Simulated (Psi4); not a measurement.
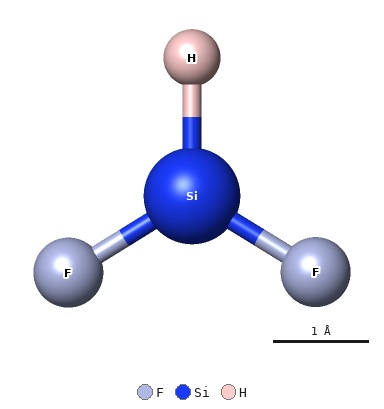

Figure 1. The structure (ball-and-stick view, seen on its broad side).

# Single-point calculation, with input and output: SiHF₂

The run: single-point calculation of SiHF₂, multiplicity 2, SMILES F[SiH]F. Method and program: M06-2X/6-31G*, UKS (Psi4 1.11).

The geometry was optimised with M06-2X/6-31G*.

**The input (f2hsi.in)**
```
memory 1600 MB

molecule m {
  0 2
  F      2.43494046     0.92679539    -1.14684644
  Si    -0.01004200    -0.21913075    -0.06907138
  F     -2.51053895     1.05390404    -0.83037778
  H      0.04036077    -2.40605977     1.59695464
  units au
  symmetry c1
}

set basis 6-31G*
set reference uks

energy('m06-2x')
```

Machine: 1 thread of Intel Xeon @ 2.90GHz (Ice Lake), 16 GiB of memory available, shared host.

Run as:
```bash
psi4 -n 1 f2hsi.in f2hsi.out
```

**The program's output**
```
Psi4 1.11 release

   => Loading Basis Set <=

    Name: 6-31G*
    Role: ORBITAL
    Keyword: BASIS

         ---------------------------------------------------------
                                   SCF
                              UKS Reference
                        1 Threads,   1525 MiB Core
         ---------------------------------------------------------

  ==> Geometry <==

    Molecular point group: c1
    Full point group: C1

    Geometry (in Bohr), charge = 0, multiplicity = 2:

       Center              X                  Y                   Z               Mass
    ------------   -----------------  -----------------  -----------------  -----------------
         F            2.459970010614     0.492726146603    -0.581212284432    18.998403162730
         SI           0.014987550614    -0.653199993397     0.496562775568    27.976926534650
         F           -2.485509399386     0.619834796603    -0.264743624432    18.998403162730
         H            0.065390320614    -2.840129013397     2.162588795568     1.007825032230

  Running in c1 symmetry.

  Rotational constants: A =      1.19798  B =      0.25789  C =      0.21221 [cm^-1]
  Rotational constants: A =  35914.52935  B =   7731.26625  C =   6361.77655 [MHz]
  Nuclear repulsion =  111.754315591597674

  Charge       = 0
  Multiplicity = 2
  Electrons    = 33
  Nalpha       = 17
  Nbeta        = 16

  ==> Algorithm <==

  SCF Algorithm Type is DF.
  DIIS enabled.
  MOM disabled.
  Fractional occupation disabled.
  Guess Type is SAD.
  Energy threshold   = 1.00e-06
  Density threshold  = 1.00e-06
  Integral threshold = 1.00e-12

  ==> Primary Basis <==

  Basis Set: 6-31G*
    Blend: 6-31G*
    Number of shells: 22
    Number of basis functions: 51
    Number of Cartesian functions: 51
    Spherical Harmonics?: false
    Max angular momentum: 2

  ==> DFT Potential <==

   => LibXC <=

    Version 7.1.2

   => Composite Functional: M06-2X <=

    Deriv               =              1
    GGA                 =           TRUE
    Meta                =           TRUE

    Exchange Hybrid     =           TRUE
    MP2 Hybrid          =          FALSE

   => Exchange Functionals <=

    1.0000   XC_HYB_MGGA_X_M06_2X

   => Exact (HF) Exchange <=

    0.5400               HF

   => Correlation Functionals <=

    1.0000   XC_MGGA_C_M06_2X

   => LibXC Density Thresholds  <==

    XC_MGGA_C_M06_2X:  1.00E-12
    XC_HYB_MGGA_X_M06_2X:  1.00E-15

   => Molecular Quadrature <=

    Radial Scheme          =       TREUTLER
    Pruning Scheme         =           NONE
    Nuclear Scheme         =       TREUTLER

    Blocking Scheme        =         OCTREE
    BS radius alpha        =              1
    Pruning alpha          =              1
    Radial Points          =             75
    Spherical Points       =            302
    Total Points           =          87321
    Total Blocks           =            705
    Max Points             =            255
    Max Functions          =             50
    Weights Tolerance      =       1.00E-15

   => Loading Basis Set <=

    Name: (6-31G* AUX)
    Role: JKFIT
    Keyword: DF_BASIS_SCF

  ==> Integral Setup <==

  DFHelper Memory: AOs need 0.007 GiB; user supplied 0.842 GiB.
  SCF_SUBTYPE=INCORE selected. In-core MEM_DF algorithm will be used.
  Using in-core AOs.

  ==> MemDFJK: Density-Fitted J/K Matrices <==

    J tasked:                   Yes
    K tasked:                   Yes
    wK tasked:                   No
    Memory [MiB]:               862
    Algorithm:                 Core
    Schwarz Cutoff:           1E-12
    Mask sparsity (%):       0.6920
    Fitting Condition:        1E-10

   => Auxiliary Basis Set <=

  Basis Set: (6-31G* AUX)
    Blend: CC-PVDZ-JKFIT
    Number of shells: 93
    Number of basis functions: 317
    Number of Cartesian functions: 317
    Spherical Harmonics?: false
    Max angular momentum: 3

  Cached 100.0% of DFT collocation blocks in 0.276 [GiB].

  Minimum eigenvalue in the overlap matrix is 6.4625771363E-03.
  Reciprocal condition number of the overlap matrix is 1.2390296387E-03.
    Using symmetric orthogonalization.

  ==> Pre-Iterations <==

  SCF Guess: Superposition of Atomic Densities via on-the-fly atomic UHF (no occupation information).

   -------------------------
    Irrep   Nso     Nmo
   -------------------------
     A         51      51
   -------------------------
    Total      51      51
   -------------------------

  ==> Iterations <==

                           Total Energy        Delta E     RMS |[F,P]|

   @DF-UKS iter SAD:  -489.22269342346317   -4.89223e+02   0.00000e+00
   @DF-UKS iter   1:  -489.61683384146272   -3.94140e-01   7.37663e-03 DIIS/ADIIS
   @DF-UKS iter   2:  -489.61298125802523    3.85258e-03   8.04823e-03 DIIS/ADIIS
   @DF-UKS iter   3:  -489.66235879750980   -4.93775e-02   3.00389e-04 DIIS/ADIIS
   @DF-UKS iter   4:  -489.66256119470847   -2.02397e-04   9.85452e-05 DIIS
   @DF-UKS iter   5:  -489.66259916931517   -3.79746e-05   3.54161e-05 DIIS
   @DF-UKS iter   6:  -489.66260633268769   -7.16337e-06   1.09258e-05 DIIS
   @DF-UKS iter   7:  -489.66260696433318   -6.31645e-07   1.64006e-06 DIIS
   @DF-UKS iter   8:  -489.66260697556595   -1.12328e-08   3.87712e-07 DIIS
  Energy and wave function converged.

  ==> Post-Iterations <==

   Electrons on quadrature grid:
      Nalpha   =   17.0000370158 ; deviation = 3.702e-05
      Nbeta    =   16.0000338371 ; deviation = 3.384e-05
      Ntotal   =   33.0000708529 ; deviation = 7.085e-05

   @Spin Contamination Metric:   8.000259484E-03
   @S^2 Expected:                7.500000000E-01
   @S^2 Observed:                7.580002595E-01
   @S   Expected:                5.000000000E-01
   @S   Observed:                5.000000000E-01

    Orbital Energies [Eh]
    ---------------------

    Alpha Occupied:

       1A    -67.088926     2A    -25.273415     3A    -25.273409
       4A     -5.622033     5A     -3.937550     6A     -3.933217
       7A     -3.930657     8A     -1.369471     9A     -1.352726
      10A     -0.675270    11A     -0.603970    12A     -0.583313
      13A     -0.581033    14A     -0.556083    15A     -0.534316
      16A     -0.488319    17A     -0.184274

    Alpha Virtual:

      18A     -0.009135    19A      0.080285    20A      0.183176
      21A      0.204579    22A      0.258523    23A      0.352561
      24A      0.383670    25A      0.579714    26A      0.617790
      27A      0.657684    28A      0.803413    29A      0.989480
      30A      1.124769    31A      1.285888    32A      1.287352
      33A      1.301729    34A      1.367707    35A      1.370965
      36A      1.441948    37A      1.578339    38A      1.679301
      39A      1.858375    40A      1.863430    41A      1.868795
      42A      1.892520    43A      1.925258    44A      2.073856
      45A      2.107592    46A      2.354185    47A      2.810024
      48A      2.969508    49A      3.023786    50A      3.979639
      51A      4.206369

    Beta Occupied:

       1A    -67.083854     2A    -25.271024     3A    -25.271016
       4A     -5.619877     5A     -3.931800     6A     -3.928952
       7A     -3.923903     8A     -1.363782     9A     -1.347578
      10A     -0.660815    11A     -0.601475    12A     -0.578594
      13A     -0.556673    14A     -0.533956    15A     -0.532990
      16A     -0.484846

    Beta Virtual:

      17A     -0.023982    18A      0.011065    19A      0.068574
      20A      0.143678    21A      0.202569    22A      0.248040
      23A      0.362708    24A      0.395659    25A      0.646240
      26A      0.675400    27A      0.688763    28A      0.854601
      29A      1.007049    30A      1.141073    31A      1.286452
      32A      1.288699    33A      1.312000    34A      1.368875
      35A      1.373629    36A      1.438636    37A      1.572673
      38A      1.665307    39A      1.858536    40A      1.863559
      41A      1.869557    42A      1.895184    43A      1.928701
      44A      2.088553    45A      2.124777    46A      2.365809
      47A      2.847292    48A      2.978989    49A      3.040952
      50A      3.977474    51A      4.193557

    Final Occupation by Irrep:
              A
    DOCC [    16 ]
    SOCC [     1 ]
    NA   [    17 ]
    NB   [    16 ]

  @DF-UKS Final Energy:  -489.66260697556595

   => Energetics <=

    Nuclear Repulsion Energy =            111.7543155915976740
    One-Electron Energy =                -902.6131490461878002
    Two-Electron Energy =                 321.3271257157335299
    DFT Exchange-Correlation Energy =     -20.1308992367093822
    Empirical Dispersion Energy =           0.0000000000000000
    VV10 Nonlocal Energy =                  0.0000000000000000
    Total Energy =                       -489.6626069755659501

  UHF NO Occupations:
  HONO-2 :   15  A 1.9996135
  HONO-1 :   16  A 1.9967129
  HONO-0 :   17  A 1.0000000
  LUNO+0 :   18  A 0.0032871
  LUNO+1 :   19  A 0.0003865
  LUNO+2 :   20  A 0.0001144
  LUNO+3 :   21  A 0.0001125

Computation Completed

Properties will be evaluated at   0.000000,   0.000000,   0.000000 [a0]

Properties computed using the SCF density matrix

 Multipole Moments:

 ------------------------------------------------------------------------------------
     Multipole            Electronic (a.u.)      Nuclear  (a.u.)        Total (a.u.)
 ------------------------------------------------------------------------------------

 L = 1.  Multiply by 2.5417464519 to convert [e a0] to [Debye]
 Dipole X            :         -0.0359454            0.0453615            0.0094162
 Dipole Y            :          1.5733678           -1.9718804           -0.3985127
 Dipole Z            :         -1.1936701            1.5008645            0.3071944
 Magnitude           :                                                    0.5032588

 ------------------------------------------------------------------------------------

	total time  =          6 seconds =       0.10 minutes

    Psi4 run time: 0:00:06.34
```

**Key numbers**

```json
{"quantity": "outcome", "value": "converged"}
{"quantity": "total energy", "value": "−489.662607 hartree"}
{"quantity": "basis functions", "value": "51"}
{"quantity": "⟨S²⟩", "value": "0.758"}
{"quantity": "dipole moment", "value": "1.28 D"}
{"quantity": "wall time", "value": "7.8 s"}
{"quantity": "peak memory", "value": "0.49 GiB"}
```
